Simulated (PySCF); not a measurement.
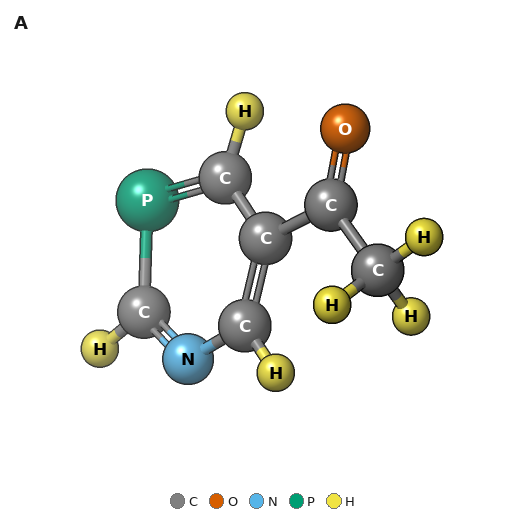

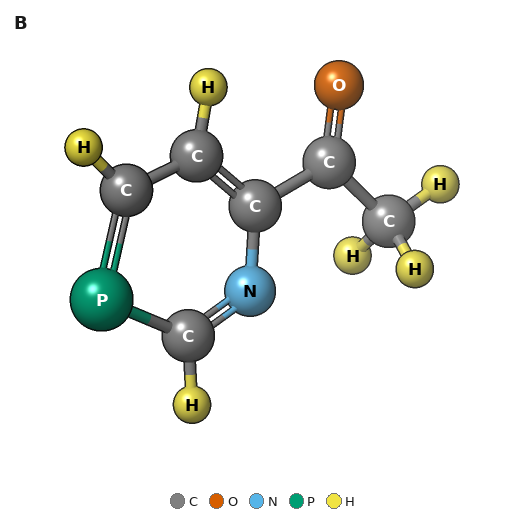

2 stationary structures of one formula. Geometries: GFN2-xTB. Electronic energies: ωB97X-D/def2-SVPD (PySCF 2.14.0), without zero-point energy. No frequency run is at hand to confirm each as a minimum. Each is one conformer, not always the lowest.

Are they conformers, stereoisomers or constitutional isomers?

Answer. They are constitutional isomers of C6H6NOP: A `CC(=O)c1cncpc1`, B `CC(=O)c1ccpcn1`.

Which is lowest in energy, and by how much?

Answer. B is lowest; A lies 12.2 kJ/mol above it.

The geometry is semi-empirical. Around P such bond lengths and angles can be off by a tenth of an ångström or more and by several degrees, and values that hang on the shape move with them.
